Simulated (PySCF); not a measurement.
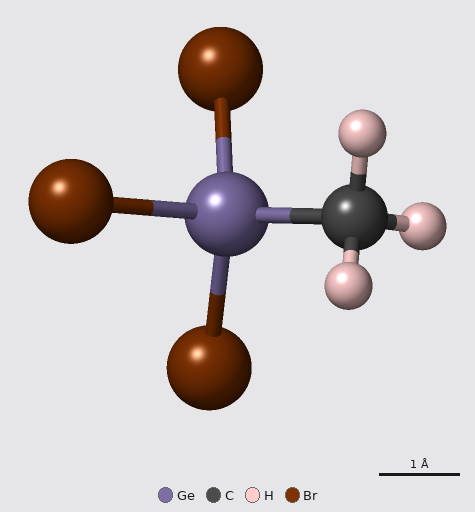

CH$_{3}$Br$_{3}$Ge, before the relaxation. The picture is a ball-and-stick view, seen at a tilt.

The start comes from GFN2-xTB. Its atoms were then displaced at random by about 0.03 Å.

Level of theory: PBE0-D3(BJ)/def2-SVP geometry optimisation, gas phase in PySCF.

```xyz
8

Ge    0.0588   -0.0747   -0.8184
C    -0.0142   -0.0168    1.1696
H    -1.0801    0.0458    1.5142
H     0.6645    0.8601    1.5277
H     0.4578   -0.9390    1.5005
Br    2.1739    0.0004   -1.6648
Br   -1.0521    1.9037   -1.6431
Br   -1.0705   -1.8653   -1.6694
```

Q: Where does the relaxation end?

A: Ge1 moves most after the best rigid fit: 0.087 Å. Largest moves by element: Ge 0.087 Å, H 0.075 Å, Br 0.063 Å, C 0.047 Å. Some distances before and after: Ge1–Br7 2.414 → 2.296 Å, C2–H4 1.165 → 1.099 Å, Ge1–C2 1.990 → 1.932 Å, C2–H3 1.122 → 1.099 Å. Among the angles between lasting bonds that change: H3–C2–H4 114.6° → 109.9°, C2–Ge1–Br7 107.5° → 111.7°, Ge1–C2–H5 105.3° → 108.8°. The energy falls by 21.5 kJ/mol in 6 geometry steps.

Final geometry:

```xyz
8

Ge    0.0111   -0.0052   -0.7989
C     0.0150   -0.0177    1.1334
H    -1.0174    0.0573    1.5015
H     0.6022    0.8394    1.4911
H     0.4707   -0.9552    1.4809
Br    2.1619   -0.0181   -1.6054
Br   -1.0394    1.8580   -1.6331
Br   -1.0658   -1.8442   -1.6532
```

After the run, drawn alike:

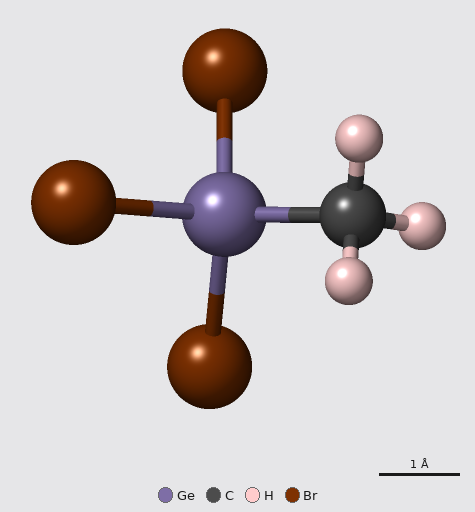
